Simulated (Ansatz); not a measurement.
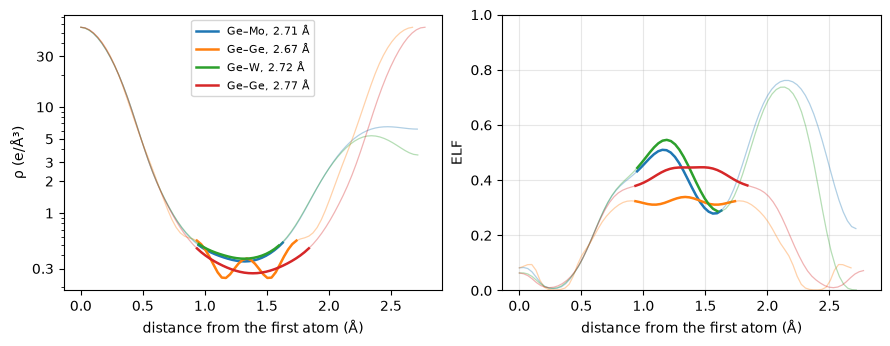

The picture shows: Ge8Mo3W. Valence pseudo-density and ELF along straight lines between neighbouring atoms. Thin, pale parts lie inside the atomic spheres.

Space group P4/mmm; a structure generated by program, which may or may not match a known phase; computed pressure about −4 GPa in this cell; computed without spin polarisation.

Method: DFT r2SCAN, scalar-relativistic, plane waves, PAW in Ansatz 0.2.0.

Core electrons are frozen (PAW), and the valence fields are smoothed inside the atomic spheres.

```
Ge Mo W
1.0
     4.72134    0.00000    0.00000
     0.00000    4.72134    0.00000
     0.00000    0.00000    8.28665
Ge Mo W
8 3 1
Direct
  0.00000 0.00000 0.33821
  0.00000 0.50000 0.83775
  0.50000 0.00000 0.83775
  0.50000 0.50000 0.33864
  0.00000 0.00000 0.66179
  0.00000 0.50000 0.16225
  0.50000 0.00000 0.16225
  0.50000 0.50000 0.66136
  0.00000 0.00000 0.00000
  0.00000 0.50000 0.50000
  0.50000 0.00000 0.50000
  0.50000 0.50000 0.00000
```

Question: Compare the contacts.

Answer: Ge–Mo (2.71 Å): ρ is about 0.35 e/Å³ halfway; the ELF is about 0.40 at the midpoint; no shared electron pair shows on this line.
Ge–Ge (2.67 Å): ρ is about 0.37 e/Å³ halfway, with its minimum of 0.24 e/Å³ about 1.2 Å from Ge; the ELF is about 0.35 at the midpoint.
Ge–W (2.72 Å): the density is about 0.37 e/Å³ at the midpoint; the ELF is about 0.45 at the midpoint.
Ge–Ge (2.77 Å): ρ is about 0.27 e/Å³ halfway; the ELF is about 0.45 at the midpoint.
